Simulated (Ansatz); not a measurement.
## A ladder of methods for BPH4 (SMILES BP)

BPH4: 6 atoms, total charge 0, spin state singlet. As SMILES, `BP`. The shape is that of a GFN2-xTB optimisation.

```xyz
6

B     0.0027   -0.8680    0.1189
P     0.3787    0.9288    0.2596
H    -0.7775   -1.3512    0.8429
H     0.6592   -1.5409   -0.5759
H     0.5991    1.3191   -1.0437
H    -0.8623    1.5122    0.3982
```

Each level gives the energy change with the P2–H5 bond stretched from 1.378 to 2.757 Å (eV). The values are calculated.

```csv
level,kind,program,value (eV)
HF/STO-3G (restricted),Hartree–Fock,Ansatz,7.55
SVWN5/STO-3G (restricted),LDA,Ansatz,5.37
BLYP/STO-3G (restricted),GGA,Ansatz,4.95
PBE/STO-3G (restricted),GGA,Ansatz,5.13
revPBE/STO-3G (restricted),GGA,Ansatz,5.03
r2SCAN/STO-3G (restricted),meta-GGA,Ansatz,5.49
B3LYP/STO-3G (restricted),global hybrid,Ansatz,5.55
BHLYP/STO-3G (restricted),global hybrid,Ansatz,6.39
PBE0/STO-3G (restricted),global hybrid,Ansatz,5.84
r2SCAN0/STO-3G (restricted),hybrid meta-GGA,Ansatz,6.05
```

The first shape isn't each level's own minimum. The values span 4.95 to 7.55 eV. All rows use very small basis sets, so none should be taken for the real molecule's value.

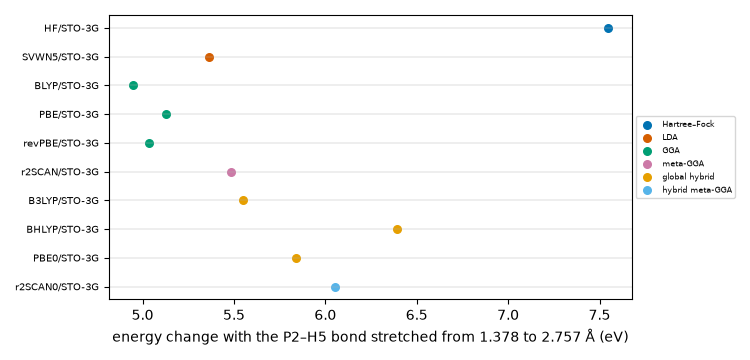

The values of the table, level by level.
